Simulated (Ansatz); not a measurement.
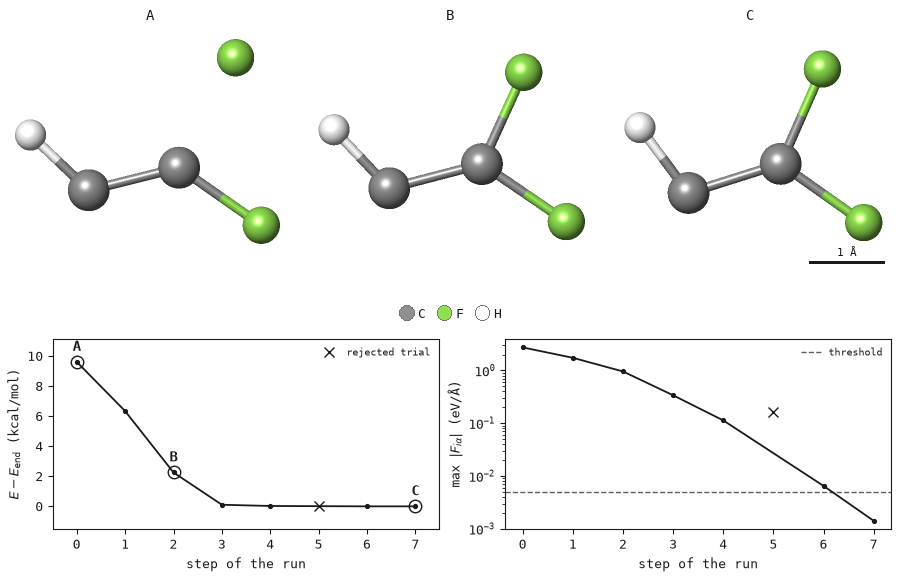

Frames of a relaxation of C2HF2 (charge −1), marked on the history of the run. A ball-and-stick model, seen face on.

Method: Ansatz 0.2.0, RKS PBE0-D4/def2-TZVPD. Settings: force threshold 0.005 eV/Å; at most 200 steps.

What happens along the run?

Answer. After 6 accepted moves (7 points after the start) the energy has fallen by 9.61 kcal/mol. Largest force component: 2.7 eV/Å at the start, 0.0014 eV/Å at the end. The line search rejected the trial step at point 5 of the run. The atom that moves furthest after the best rigid fit is an F atom (0.23 Å). Largest moves by element: F 0.23 Å, H 0.16 Å, C 0.06 Å. Among the contacts that change: C–F 1.670 → 1.402 Å, C–C 1.255 → 1.302 Å, C–F 1.352 → 1.371 Å, C–H 1.081 → 1.098 Å. Among the angles between lasting bonds that change: C–C–H 122.3° → 108.9°, C–C–F 130.8° → 127.1°. The run took 11 s on 2 threads of Intel Xeon 6975P-C, on a shared host. From step 0 to 2: an F atom moves most (0.25 Å), energy −7.36 kcal/mol. From step 2 to 7: the H atom moves most (0.08 Å), energy −2.25 kcal/mol.

| step | E − E(0), kcal/mol | largest force component, eV/Å | note |
| --- | --- | --- | --- |
| 0 | 0.00 | 2.7365 |  |
| 1 | -3.28 | 1.7398 |  |
| 2 | -7.36 | 0.9589 |  |
| 3 | -9.51 | 0.3392 |  |
| 4 | -9.59 | 0.1133 |  |
| 5 | -9.58 | 0.1629 | rejected |
| 6 | -9.61 | 0.0065 |  |
| 7 | -9.61 | 0.0014 |  |
